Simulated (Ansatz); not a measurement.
# FH₆NOSi (built from SMILES F.N[SiH2]O): search for a transition state

Is there a first-order saddle for this four-centre ligand exchange, which should form Si1–F7, N2–H6 and break Si1–N2, H6–F7, and which two structures does it connect?

Program: Ansatz 0.2.0, Gaussian basis. Level of theory: PBE0-D4, def2-SVP first, then def2-TZVP. These are calculated values, not measurements.

152 further runs of the same task are left out: 152 set aside as unsound or not needed. Runs told in other sessions of the task aren't counted.

## 1. The system as given

The guess: 10 atoms, charge 0, spin multiplicity 1.

Atoms are counted from 1 here; the program's logs count them from 0.

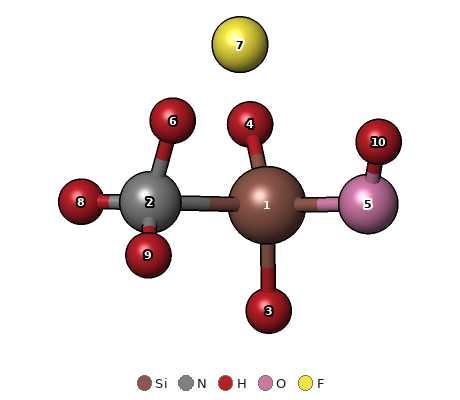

Start geometry, drawn with silicon brown, nitrogen grey, hydrogen red, oxygen pink, fluorine yellow; atoms are numbered from 1 in the order of the file.

Geometry (Å):

```
Si   -0.61240    0.44860   -0.48360
N     0.21110   -1.12870    0.00370
H    -1.01210    0.22780   -1.86960
H    -1.70210    0.59870    0.45460
O     0.50130    1.59340   -0.63260
H     0.53350   -0.65980    1.00710
F     0.51510    0.40810    1.76540
H    -0.39510   -1.92570    0.14110
H     1.00450   -1.40250   -0.56270
H     0.95620    1.84010    0.17680
```

Distances that are to change: Si1–F7 2.52 Å, N2–H6 1.15 Å, Si1–N2 1.84 Å, H6–F7 1.31 Å.

## 2. Relaxing the guess with the reacting distances held

Contents of hold/in.yaml:

```yaml
crystal:
  periodic: [false, false, false]
  atoms:
    - {symbol: Si, position_ang: [-0.612400, 0.448600, -0.483600]}
    - {symbol: N, position_ang: [0.211100, -1.128700, 0.003700]}
    - {symbol: H, position_ang: [-1.012100, 0.227800, -1.869600]}
    - {symbol: H, position_ang: [-1.702100, 0.598700, 0.454600]}
    - {symbol: O, position_ang: [0.501300, 1.593400, -0.632600]}
    - {symbol: H, position_ang: [0.533500, -0.659800, 1.007100]}
    - {symbol: F, position_ang: [0.515100, 0.408100, 1.765400]}
    - {symbol: H, position_ang: [-0.395100, -1.925700, 0.141100]}
    - {symbol: H, position_ang: [1.004500, -1.402500, -0.562700]}
    - {symbol: H, position_ang: [0.956200, 1.840100, 0.176800]}
basis:
  gaussian: {orbitals: def2-SVP}
hamiltonian: {xc: pbe0, dispersion: d4}
relax: {f_tol: 0.04, max_steps: 150, escape_saddle: false, constraints: [{distance: [0, 6]}, {distance: [1, 5]}, {distance: [0, 1]}, {distance: [5, 6]}]}
```

Launch:

```
> ansatz run in.yaml --threads 4 --pin off --events-out ev --progress --plain --max-ram 9574MiB
```

Further steps of the session: A starting Hessian; Saddle search in the small basis; Saddle search in triple zeta; Vibrations at the point found; Relaxing after a step of 0.30 Å one way along the mode; Relaxing after a step of 0.30 Å the other way along the mode.

Before running it: what results should come out? Wanted: imaginary mode; barrier from the start side; barrier from the end side; energy of the step; pairs that change; zero-point energy at the saddle.

The runs gave:

| quantity | value |
| --- | --- |
| imaginary mode | 443i cm⁻¹ |
| barrier from the start side | 14.0 kcal/mol |
| barrier from the end side | 26.1 kcal/mol |
| energy of the step | -12.2 kcal/mol |
| pairs that change | Si1–F7 formed, N2–H6 formed, Si1–N2 broken, H6–F7 broken |
| zero-point energy at the saddle | 1.932 eV |

What this shows: One imaginary mode, 443i cm⁻¹, makes this a first-order saddle. It joins the planned start and end. At PBE0-D4/def2-TZVP the electronic barrier is 14.0 kcal/mol, about 24 kT at 298 K, and the step runs 12.2 kcal/mol downhill. A step off the saddle overshot and began above it in energy, so the link to its end is likely but not proven. The ends are the nearest minima, not always the lowest complexes.
